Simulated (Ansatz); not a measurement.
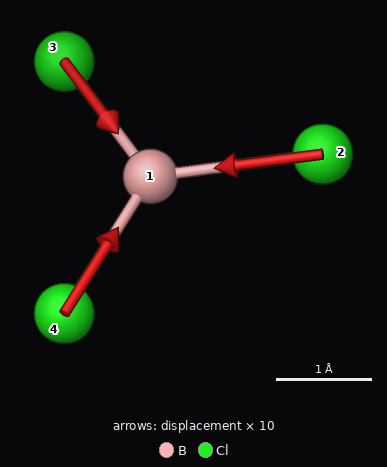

A relaxation of BCl₃. The starting structure is drawn; red arrows show the displacements, 10 times their true length. The two geometries are superimposed by the best rigid fit.

Style: ball-and-stick. Shown at a tilt.

The run prepares the start of a later molecular dynamics calculation, from a guessed geometry.

These are results of RKS PBE0-D4/def2-SVP in Ansatz 0.2.0, not measurements.

Input
```yaml
crystal:
  periodic: [false, false, false]
  atoms:
    - { symbol: B, position_ang: [0.0, 0.0, 0.0] }
    - { symbol: Cl, position_ang: [0.0, 0.0, 1.86] }
    - { symbol: Cl, position_ang: [1.6108, 0.0, -0.93] }
    - { symbol: Cl, position_ang: [-1.6108, 0.0, -0.93] }
basis:
  gaussian: { orbitals: def2-SVP }
hamiltonian:
  xc: pbe0
  dispersion: d4
relax:
  f_tol: 0.02
  max_steps: 40
output:
  orbitals: {}
```

Command:
```bash
ansatz run input.yaml --threads 1 --pin off --max-ram 2048MiB --backend cpu --events-out ev --progress --plain --runs-dir out
```

Atoms of which element are displaced furthest, and by how much?

Answer. Chlorine: up to 0.12 Å, against 0.00 Å for boron.

What did the optimiser do to the structure, and how much energy did it gain?

Answer. The largest moves after the best rigid fit, 0.12 Å, are those of Cl2, Cl3 and Cl4. B stays in place. Some distances before and after: B1–Cl2 1.860 → 1.742 Å. Over 3 geometry steps the energy falls by 0.518 eV. The largest force component goes from 2.7 to 0.0021 eV/Å. Cost: 11 s on 1 thread of Arm Neoverse V1 (shared host), peak memory 0.13 GiB.
